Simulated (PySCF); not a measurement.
FeSe (quintet)

```
atom   x (Å)   y (Å)    z (Å)
  Fe  0.0000  0.0000  -1.2665
  Se  0.0000  0.0000   0.8865
```

⟨S²⟩ = 6.06, above the pure value of 6.00.

The calculation used PBE0/def2-TZVPP, non-relativistic Hamiltonian with scalar-relativistic core potentials where named, at a bond length of 2.153 Å (PySCF).

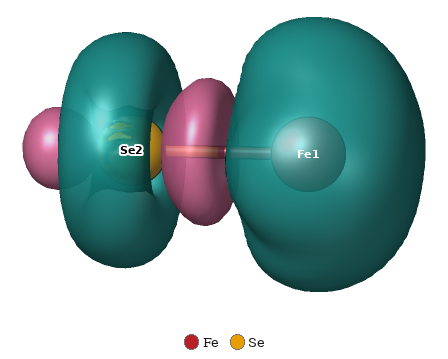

Figure 1. Isosurfaces of the spin density (α minus β) at +0.02 (teal) and −0.02 e/Å³ (pink), seen from one side.

Q: Describe the spin distribution.

A: The unpaired spin (4 electrons) lies mostly on Fe1 (about 3.7) and Se2 (about 0.3), in electrons by Hirshfeld's partition.

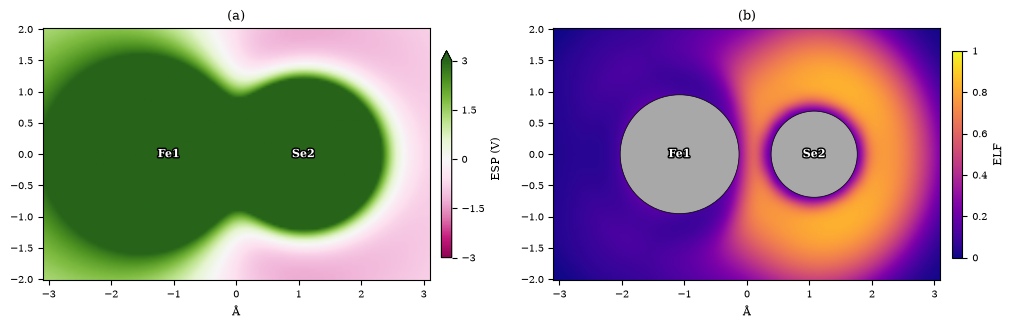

Figure 2. (a) molecular electrostatic potential; (b) electron localisation function on a plane that holds the molecular axis. Grey discs cover the atomic cores in the ELF map.

Q: What do the fields say about this system?

A: The section cuts through Fe and Se sites. Fe–Se (2.15 Å): the ELF reaches about 0.60 near the midpoint. Outside the dense part of the molecule the potential is most negative (−1.3 V) near Se2.

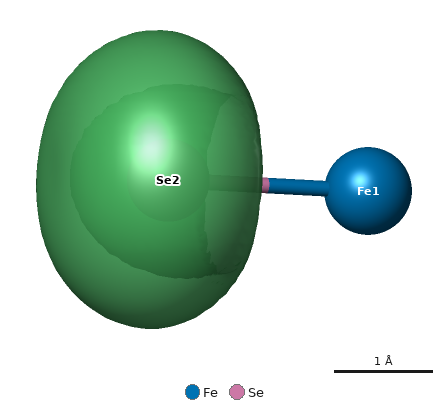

Figure 3. Isosurface of the ELF at 0.75 (green), seen from one side. Only the valence region is drawn (cores and ρ < 0.01 e/Å³ removed).

Q: Describe the localisation domains.

A: At this value the surface marks out one ring or bowl of non-bonding electrons around Se.

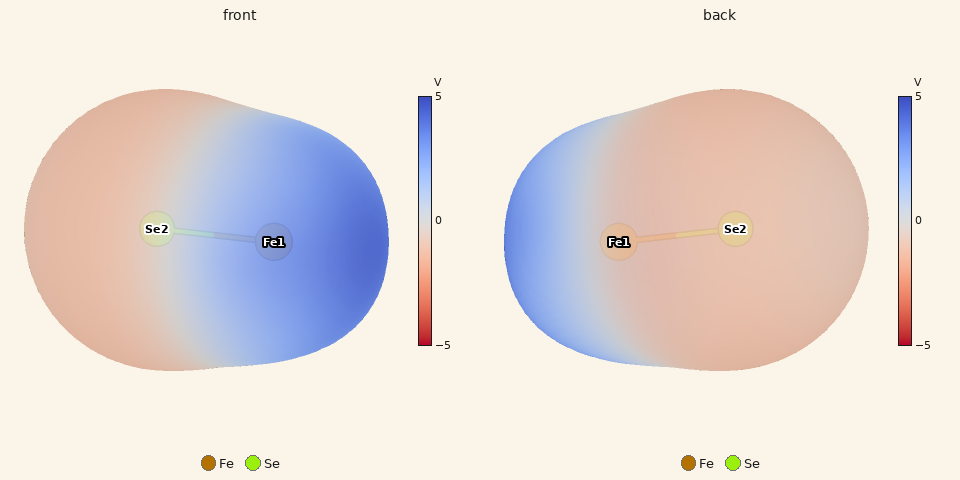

Figure 4. The molecular electrostatic potential painted on the density surface at 0.002 e/bohr³, seen from the front and from behind; the colour scale runs from red (negative) to blue (positive).

Q: Describe the electrostatic potential map.

A: The most negative region (about −1.3 V) lies over Se2, the most positive (about +4.3 V) over Fe1.
